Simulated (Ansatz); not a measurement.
HfGe2: response to strain

Take HfGe2 (space group Cmcm, No. 63; a = 3.781 Å, b = 14.744 Å, c = 3.747 Å) as the base. Axes: x, y, z lie along a, b, c of the conventional cell.

Strains are applied to the cell and any free atomic positions relax; under biaxial strain the out-of-plane vector relaxes too.

Computed with PBEsol (Ansatz, a program for electronic structure), without spin-orbit coupling, earlier PAW set.

Notes on the quantities. pressure: mean of the normal stresses, compression positive.

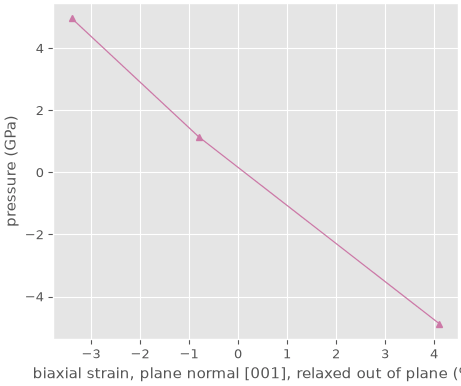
*Pressure against biaxial strain, plane normal [001], relaxed out of plane*

| biaxial strain, plane normal [001], relaxed out of plane (%) | pressure |
|---|---|
| -3.39 | 5.0 GPa |
| -0.8 | 1.1 GPa |
| 4.11 | -4.9 GPa |

Without a gap, meshes like the base's 13×13×12 leave anisotropic stresses uncertain by several tenths of a GPa, and small strain energies with them. Stability against distortions was not tested. All final runs are without spin polarisation.
